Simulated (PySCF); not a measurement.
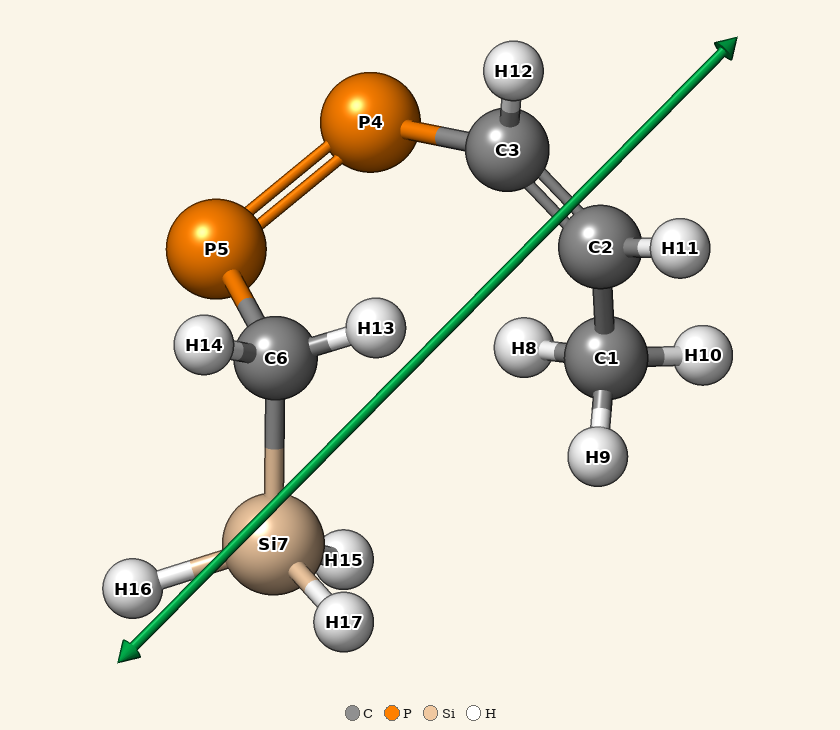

The double arrow shows the direction of the transition dipole to excited singlet state 3 (its length means nothing). The computed structure is the end point of a GFN2-xTB optimisation. No frequency run is at hand to confirm it as a minimum. Method: TDDFT ωB97X-D/def2-SVPD, vertical, gas phase, core orbitals frozen in the response (PySCF 2.14.0).

How is the transition polarised?

Nearly parallel to the P4–P5 bond.

Give its energy, strength and character.

4.26 eV (291 nm), oscillator strength 0.16, mainly HOMO−1 → LUMO (weight 0.50); transition dipole 3.12 D.

The geometry is semi-empirical. Around P, Si such bond lengths and angles can be off by a tenth of an ångström or more and by several degrees, and values that hang on the shape move with them.
